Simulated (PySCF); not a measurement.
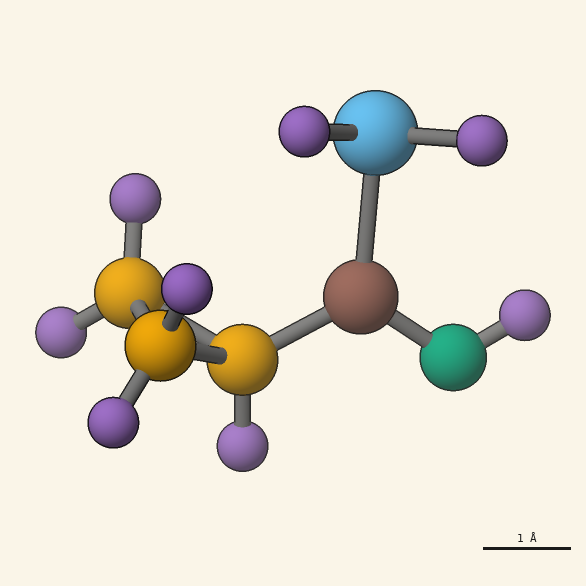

The picture shows a molecular structure as a ball-and-stick model. Colours: oxygen teal, boron brown, phosphorus blue, carbon orange, hydrogen purple.

Describe the molecule.

It has 14 atoms: 3 carbon, 8 hydrogen, 1 boron, 1 oxygen and 1 phosphorus (C3H8BOP). SMILES: `OB(P)C1CC1`. Independent rings (smallest set): 1 of 3 members. Coordination, clear cases only: 1 O bent; 1 B trigonal planar; 1 P trigonal pyramidal.

More results for the same structure follow; atom numbers are the same in all pictures, views and colours differ. The geometry was computed by an optimisation with PBE0-D3(BJ)/def2-SVP. No frequency run is at hand to confirm it as a minimum.

**Shape**

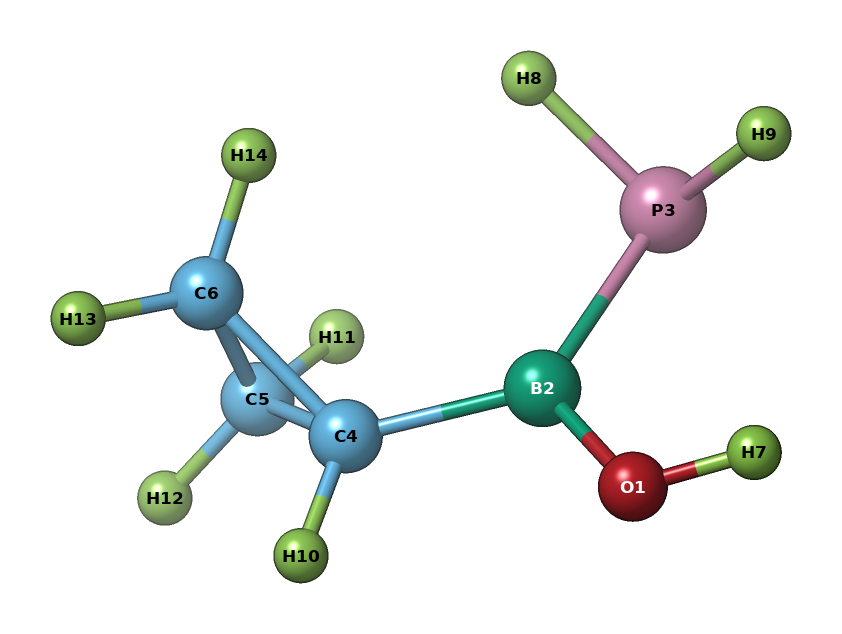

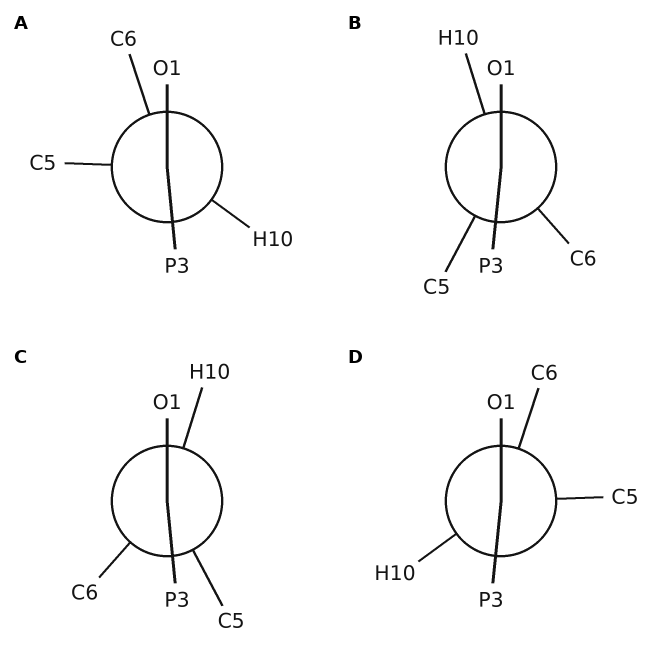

Distant atoms are faded towards the background colour. Bonds that would overlap in a projection are set slightly apart. No frequency run is at hand to confirm it as a minimum.

Which Newman projection shows the view along B2–C4, with B2 in front?

Answer. B. The torsion angle P3–B2–C4–C5 is 22°, synperiplanar.

**Levels of theory compared**

No frequency run is at hand to confirm it as a minimum. Program: PySCF 2.14.0.

Compare dipole (D), HOMO energy (eV) at these levels: B3LYP/6-31G*; B97-2/pcSseg-1; BHandHLYP/pcSseg-1; CAM-B3LYP/pcSseg-1; LC-wPBE/pcSseg-1; PBE0/6-31G; PBE0/STO-3G; PBE0/pcSseg-1; WP04/pcSseg-1; mPW1PW91/pcSseg-1; ωB97X-D/pcSseg-1.

```json
{"level": "B3LYP/6-31G*", "dipole (D)": "0.93", "HOMO energy (eV)": "−6.75"}
{"level": "B97-2/pcSseg-1", "dipole (D)": "0.88", "HOMO energy (eV)": "−6.98"}
{"level": "BHandHLYP/pcSseg-1", "dipole (D)": "0.83", "HOMO energy (eV)": "−8.25"}
{"level": "CAM-B3LYP/pcSseg-1", "dipole (D)": "0.86", "HOMO energy (eV)": "−8.51"}
{"level": "LC-wPBE/pcSseg-1", "dipole (D)": "0.97", "HOMO energy (eV)": "−9.89"}
{"level": "PBE0/6-31G", "dipole (D)": "1.19", "HOMO energy (eV)": "−7.04"}
{"level": "PBE0/STO-3G", "dipole (D)": "1.25", "HOMO energy (eV)": "−4.04"}
{"level": "PBE0/pcSseg-1", "dipole (D)": "0.90", "HOMO energy (eV)": "−7.22"}
{"level": "WP04/pcSseg-1", "dipole (D)": "0.73", "HOMO energy (eV)": "−8.30"}
{"level": "mPW1PW91/pcSseg-1", "dipole (D)": "0.89", "HOMO energy (eV)": "−7.25"}
{"level": "ωB97X-D/pcSseg-1", "dipole (D)": "0.92", "HOMO energy (eV)": "−9.09"}
```

**Spin–spin coupling**

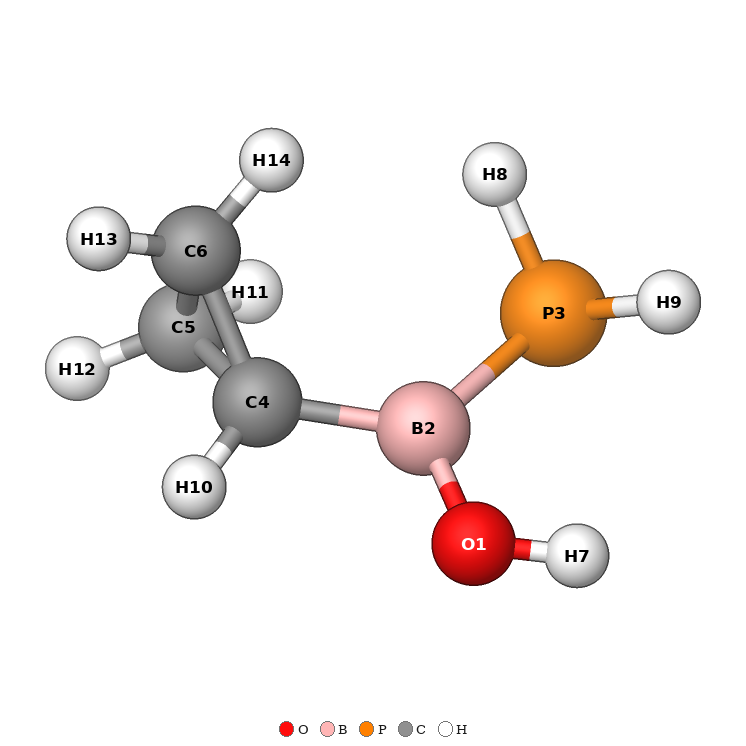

No frequency run is at hand to confirm it as a minimum. Properties computed with B3LYP/6-31G* indirect spin-spin coupling, non-relativistic, gas phase (PySCF 2.14.0). Isotopes: 11B, 13C, 1H, 17O, 31P.

Give the spin–spin coupling constants of these pairs, with the number of bonds between them: O1/B2, B2/P3, B2/C4, P3/H8, P3/H9, B2/C6, B2/H8, B2/H9, B2/H7, B2/H13, B2/H11, P3/C5, P3/H7.

```json
{"pair": "O1, B2", "bonds apart": "1", "J (Hz)": "−11.7"}
{"pair": "B2, P3", "bonds apart": "1", "J (Hz)": "32.2"}
{"pair": "B2, C4", "bonds apart": "1", "J (Hz)": "97.4"}
{"pair": "P3, H8", "bonds apart": "1", "J (Hz)": "195.5"}
{"pair": "P3, H9", "bonds apart": "1", "J (Hz)": "183.5"}
{"pair": "B2, C6", "bonds apart": "2", "J (Hz)": "−0.7"}
{"pair": "B2, H8", "bonds apart": "2", "J (Hz)": "−2.7"}
{"pair": "B2, H9", "bonds apart": "2", "J (Hz)": "−3.3"}
{"pair": "B2, H7", "bonds apart": "2", "J (Hz)": "−3.5"}
{"pair": "B2, H13", "bonds apart": "3", "J (Hz)": "3.2"}
{"pair": "B2, H11", "bonds apart": "3", "J (Hz)": "5.1"}
{"pair": "P3, C5", "bonds apart": "3", "J (Hz)": "10.6"}
{"pair": "P3, H7", "bonds apart": "3", "J (Hz)": "3.4"}
```

**Charges**

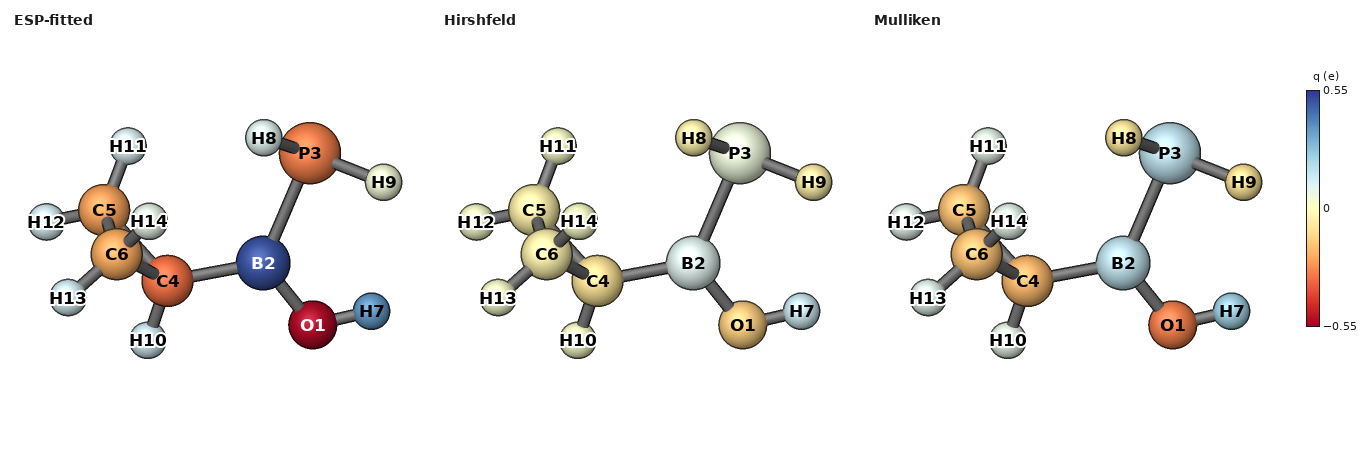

Atomic charges of one calculation by 3 schemes, on one colour scale. No frequency run is at hand to confirm it as a minimum. Method: PBE0/STO-3G (PySCF 2.14.0).

Which scheme gives the most polar picture (largest mean size of the charges)?

Answer. The ESP-fitted charges are the largest in size here, and the Hirshfeld charges the smallest.

On which atom do the schemes disagree most?

Answer. On P3 (from −0.29 to 0.17 e).

List the charges (e), one line for each set of equivalent atoms.

```
atom  ESP-fitted  Hirshfeld  Mulliken
  O1       −0.52      −0.15     −0.29
  B2        0.50       0.10      0.17
  P3       −0.29       0.06      0.17
  C4       −0.32      −0.09     −0.19
  C5       −0.23      −0.04     −0.17
  C6       −0.22      −0.04     −0.17
  H7        0.37       0.15      0.23
  H8        0.10      −0.04     −0.08
  H9        0.05      −0.05     −0.09
 H10        0.14       0.02      0.08
 H11        0.11       0.02      0.08
 H12        0.12       0.02      0.09
 H13        0.13       0.02      0.09
 H14        0.08       0.02      0.08
```

**Bond orders**

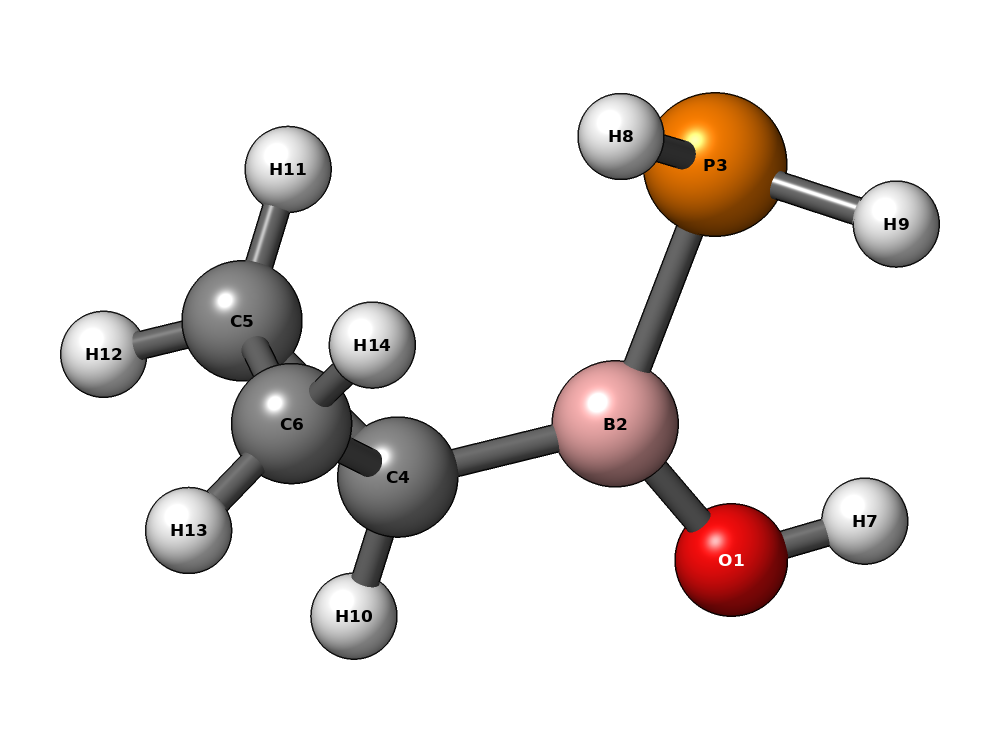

Every bond is drawn as one stick. No frequency run is at hand to confirm it as a minimum. Method: PBE0/STO-3G (PySCF 2.14.0).

Which bond has the highest Mayer bond order?

Answer. O1–B2, 1.33, at a length of 1.358 Å.

List the Mayer bond orders of O1–B2, O1–H7, B2–P3, B2–C4, P3–H8, P3–H9, C4–C5, C4–C6, C4–H10, C5–C6, C5–H11, C5–H12, C6–H13, C6–H14.

| bond | Mayer order | length (Å) |
| --- | --- | --- |
| O1–B2 | 1.33 | 1.358 |
| O1–H7 | 0.91 | 0.962 |
| B2–P3 | 1.04 | 1.950 |
| B2–C4 | 1.00 | 1.553 |
| P3–H8 | 0.96 | 1.424 |
| P3–H9 | 0.95 | 1.428 |
| C4–C5 | 0.96 | 1.517 |
| C4–C6 | 0.95 | 1.520 |
| C4–H10 | 0.96 | 1.096 |
| C5–C6 | 1.01 | 1.483 |
| C5–H11 | 0.96 | 1.095 |
| C5–H12 | 0.96 | 1.093 |
| C6–H13 | 0.96 | 1.093 |
| C6–H14 | 0.96 | 1.094 |

Mulliken values depend strongly on the basis set and can even reverse the polarity of a bond.
